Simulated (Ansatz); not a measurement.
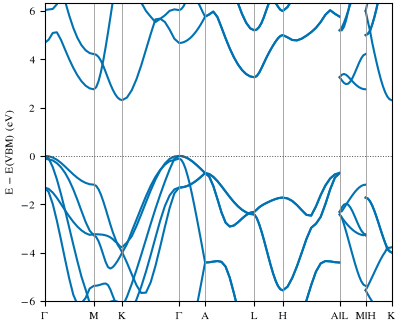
Fig. 1. Band structure from plane-wave PAW PBE (Ansatz code)

### Question
Read off the gap and where the band edges lie.

### Answer
About 2.3 eV (2.31 eV by a search for the band edges); maximum at Γ, minimum at K.

The material is SiC (wurtzite, P6_3mc).

Symmetry was held in the PBE relaxation.

Potentials: the later of the program's two PAW sets.
